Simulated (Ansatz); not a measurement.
# CH₃GaO: small, medium and large basis sets

How large a basis does CH₃GaO need? Two functionals are run in growing sets.

Method: one geometry, several basis sets; program: Ansatz 0.2.0, Gaussian basis.

Levels to be run: PBE0-D4/def2-SVP; ωB97M-V/def2-SVP; PBE0-D4/def2-QZVPP; ωB97M-V/def2-QZVPP; the functionals' def2-TZVPP values are taken from earlier runs.

### Step 1. The relaxed structure

All runs share one geometry, relaxed beforehand with PBE0-D4 in a triple-zeta def2 set.

6 atoms, charge 0, spin multiplicity 1.

Atoms are counted from 1 here; the program's logs count them from 0.

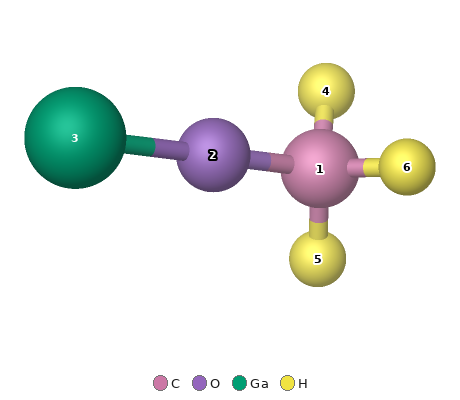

The geometry (carbon pink, oxygen purple, gallium teal, hydrogen yellow); atoms are numbered from 1 in the order of the file.

### Step 2. PBE0-D4 in def2-SVP

The input, in.yaml:

```yaml
crystal:
  periodic: [false, false, false]
  atoms:
    - {symbol: C, position_ang: [0.200776, 0.125826, -0.517997]}
    - {symbol: O, position_ang: [-0.273503, -0.206299, 0.743256]}
    - {symbol: Ga, position_ang: [-0.891484, -0.644060, 2.355802]}
    - {symbol: H, position_ang: [-0.616350, 0.452173, -1.172726]}
    - {symbol: H, position_ang: [0.690321, -0.732776, -0.993409]}
    - {symbol: H, position_ang: [0.932240, 0.941037, -0.461125]}
basis:
  gaussian: {orbitals: def2-SVP}
hamiltonian: {xc: pbe0, dispersion: d4}
output: {orbitals: {seedname: orbitals}}
```

Launch:

```bash
> ansatz run in.yaml --threads 2 --pin off --events-out ev --progress --plain --max-ram 4352MiB
```

After this run come: ωB97M-V in def2-SVP; PBE0-D4 in def2-QZVPP; ωB97M-V in def2-QZVPP.

Before running them: what should the planned runs give, taken together? Wanted: PBE0-D4: double and triple zeta above quadruple; ωB97M-V: double and triple zeta above quadruple.

**Answer**, as computed:

| quantity | value |
| --- | --- |
| PBE0-D4: double and triple zeta above quadruple | 11.73, 1.36 eV |
| ωB97M-V: double and triple zeta above quadruple | 11.79, 1.32 eV |

**Reading.** For PBE0-D4 the step from double to triple zeta gains 10.37 eV and the next only 1.36 eV. Total energies overstate the basis error of differences, where much of it tends to cancel.
